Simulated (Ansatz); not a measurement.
# Lattice dynamics of SrBe3 (built on the sites of a database entry of Ca3Pb), part 2 of 2

Aim: the phonons of SrBe3 (built on the sites of a database entry of Ca3Pb) at a cell relaxed beforehand at this level. After the zone centre comes a 2×2×2 q mesh on a 10×10×10 k mesh.

Ansatz 0.2.0; DFT PBEsol, scalar-relativistic, plane waves, norm-conserving pseudopotentials.

So far. Step 2 (Zone-centre response): Before it was imposed, the acoustic sum rule was missed by 2.7e-5 eV/Å². Small misses are needed for a sound result but don't prove that mesh and cutoff are converged. The lowest optical mode is imaginary, 311.4i cm⁻¹, so the energy falls along it.

The structure was built from a prototype and need not be the compound's stable phase.

## 3. The dispersion (continued)

The phonon density of states has structure finer than the step of the table below, so its rows give means over 50 cm⁻¹, whole bins alone (the curve runs from -365 to 395 cm⁻¹). Peaks (cm⁻¹: height): -355.0: 0.0288, -315.0: 0.0449, 245.0: 0.0933, 295.0: 0.0476.

Tetrahedra on a 16×16×16 mesh, mean over bins of 10 cm-1. Interpolated from a 2×2×2 q mesh, rough between the solved points. Phonon density of states against wavenumber; means over each step:

| wavenumber (cm⁻¹) | phonon density of states (1/cm⁻¹/cell) |
| --- | --- |
| -300 | 0.0293 |
| -250 | 0.0103 |
| -200 | 0.00270 |
| -150 | 0.00937 |
| -100 | 0.0102 |
| -50 | 0.00686 |
| 0 | 0.00570 |
| 50 | 0.0106 |
| 100 | 0.0124 |
| 150 | 0.00996 |
| 200 | 0.00868 |
| 250 | 0.0421 |
| 300 | 0.0405 |
| 350 | 0.0196 |

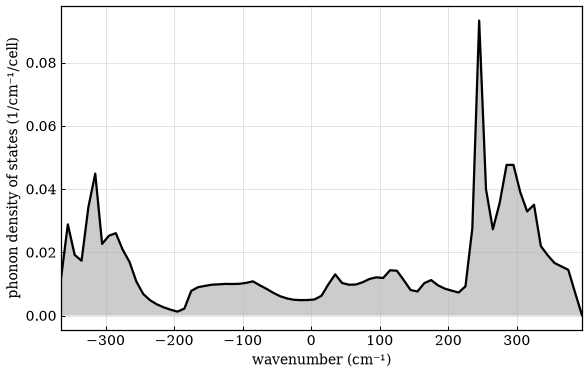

Phonon density of states against wavenumber.

The partial phonon density of states has structure finer than the step of the table below, so its rows give means over 50 cm⁻¹, whole bins alone (the curve runs from -373 to 411 cm⁻¹). Peaks (cm⁻¹: height): Be -358.1: 0.0258, -318.7: 0.0427, -87.1: 0.00672, 247.9: 0.0446, 287.4: 0.0420; Sr -87.1: 0.00708, 41.0: 0.0115, 129.7: 0.0109, 243.0: 0.0280.

Phonopy on the run's constants, 13x13x13 mesh, Gaussian sigma 5.6 cm-1. Interpolated from a 2×2×2 q mesh, rough between the solved points. The partial phonon density of states by wavenumber; means over each step; values in 1/cm⁻¹/cell:

| wavenumber (cm⁻¹) | Be | Sr |
| --- | --- | --- |
| -300 | 0.0289 | 1.4e-4 |
| -250 | 0.0103 | 4.4e-5 |
| -200 | 0.00243 | 5.4e-4 |
| -150 | 0.00543 | 0.00409 |
| -100 | 0.00546 | 0.00526 |
| -50 | 0.00282 | 0.00418 |
| 0 | 1.0e-3 | 0.00184 |
| 50 | 0.00351 | 0.00835 |
| 100 | 0.00342 | 0.00912 |
| 150 | 0.00406 | 0.00641 |
| 200 | 0.00524 | 0.00343 |
| 250 | 0.0300 | 0.0123 |
| 300 | 0.0364 | 0.00354 |
| 350 | 0.0189 | 6.8e-4 |

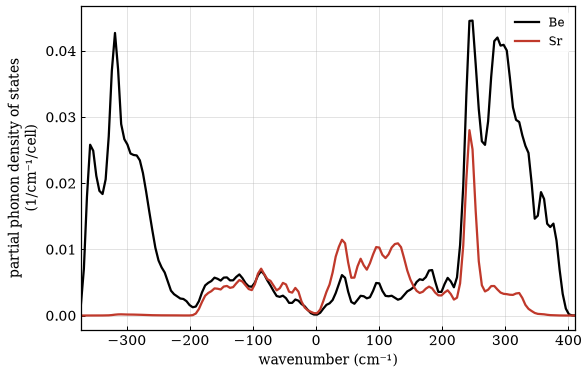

Partial phonon density of states against wavenumber.

Symmetry leaves 4 wavevectors to solve. The lowest mode among them, the acoustic zeros apart, lies at q = (0, -0.5, -0.5) and is imaginary, 360.1i cm⁻¹, so the energy falls along it. Between them the interpolated path dips to 364i cm⁻¹.

## 4. Isotope substitution

An isotope changes the mass and not the force constants, so no new electronic calculation is needed; the shifts show which modes move this element.

The same force constants with the mass of Sr changed from 87.620 to 85.909 u (phonopy, no LO-TO term). Both lists are sorted by frequency; levels can cross, so a row need not hold one and the same mode. Modes under 3 cm⁻¹ are left out. Isotope shifts, by row, the first 40 of 45 rows:

| q | rank | natural mass (cm⁻¹) | changed mass (cm⁻¹) |
| --- | --- | --- | --- |
| 0 0 0 | 1 | -311.4 | -311.4 |
| 0 0 0 | 2 | -311.4 | -311.4 |
| 0 0 0 | 3 | -311.4 | -311.4 |
| 0 0 0 | 7 | 301.9 | 301.9 |
| 0 0 0 | 8 | 301.9 | 301.9 |
| 0 0 0 | 9 | 301.9 | 301.9 |
| 0 0 0 | 10 | 327.5 | 328.2 |
| 0 0 0 | 11 | 327.5 | 328.2 |
| 0 0 0 | 12 | 327.5 | 328.2 |
| 0 0 -0.5 | 1 | -320.7 | -320.7 |
| 0 0 -0.5 | 2 | -320.7 | -320.7 |
| 0 0 -0.5 | 3 | -292.7 | -292.7 |
| 0 0 -0.5 | 4 | 74.96 | 75.55 |
| 0 0 -0.5 | 5 | 74.96 | 75.55 |
| 0 0 -0.5 | 6 | 161.1 | 162.7 |
| 0 0 -0.5 | 7 | 239.1 | 239.1 |
| 0 0 -0.5 | 8 | 247 | 247 |
| 0 0 -0.5 | 9 | 277.6 | 278.2 |
| 0 0 -0.5 | 10 | 277.6 | 278.2 |
| 0 0 -0.5 | 11 | 283.7 | 283.7 |
| 0 0 -0.5 | 12 | 283.7 | 283.7 |
| 0 -0.5 -0.5 | 1 | -360.1 | -360.1 |
| 0 -0.5 -0.5 | 2 | -329.6 | -329.6 |
| 0 -0.5 -0.5 | 3 | -259.5 | -259.5 |
| 0 -0.5 -0.5 | 4 | -68.42 | -68.85 |
| 0 -0.5 -0.5 | 5 | -68.42 | -68.85 |
| 0 -0.5 -0.5 | 6 | -59.25 | -59.25 |
| 0 -0.5 -0.5 | 7 | 146.6 | 148.1 |
| 0 -0.5 -0.5 | 8 | 221.2 | 221.2 |
| 0 -0.5 -0.5 | 9 | 221.2 | 221.2 |
| 0 -0.5 -0.5 | 10 | 268.9 | 269.8 |
| 0 -0.5 -0.5 | 11 | 268.9 | 269.8 |
| 0 -0.5 -0.5 | 12 | 382 | 382 |
| -0.5 -0.5 -0.5 | 1 | -357.2 | -357.2 |
| -0.5 -0.5 -0.5 | 2 | -184.5 | -185.3 |
| -0.5 -0.5 -0.5 | 3 | -184.5 | -185.3 |
| -0.5 -0.5 -0.5 | 4 | -184.5 | -185.3 |
| -0.5 -0.5 -0.5 | 5 | -177.1 | -177.1 |
| -0.5 -0.5 -0.5 | 6 | -177.1 | -177.1 |
| -0.5 -0.5 -0.5 | 7 | 255.6 | 257.1 |

A mode of this element alone would shift by +0.99 %. The highest zone-centre frequency without the field goes from 327.5 to 328.2 cm⁻¹ (+0.2 %).

## 5. Outcome

* space group (within 0.01 Å): Pm-3m
* volume per atom: 18.4 Å³
* electronic character: no gap on this mesh
* highest optical mode at the zone centre (no LO-TO term): 328 cm⁻¹
* lowest optical zone-centre mode: -311 cm⁻¹
* lowest mode on the q mesh (acoustic modes at Γ apart): -360 cm⁻¹
* highest frequency on the path or at a solved wavevector: 392 cm⁻¹
* imaginary modes on the 2×2×2 q mesh: yes

Modes are clearly imaginary (beyond 10i cm⁻¹) at 4 of the 4 irreducible wavevectors, most at q = (0, -0.5, -0.5) (360.1i cm⁻¹), so this structure is not a minimum of the energy. The optical modes at Γ span -311 to 328 cm⁻¹ (negative means imaginary). The highest mode in this list at Γ, 327.5 cm⁻¹, is mostly motion of Be (78 % of the kinetic energy). The q mesh stands for a supercell only 8.4 Å across, so branches between the solved wavevectors are rough. With no gap, or one that is small against the smearing, the frequencies hang on the k mesh and the smearing, most of all near Kohn anomalies. A phonon run warned that its eigensolver left some bands unconverged in a pass. The starting cell was built on a prototype and not taken from a measurement, so the phase need not exist. These are harmonic frequencies at zero temperature: anharmonic shifts, linewidths and thermal expansion are left out.

[Hosts, paths, dates, database ids (printed as entryN), source tags and the programs' standing remarks are cut or masked in the printed files.]
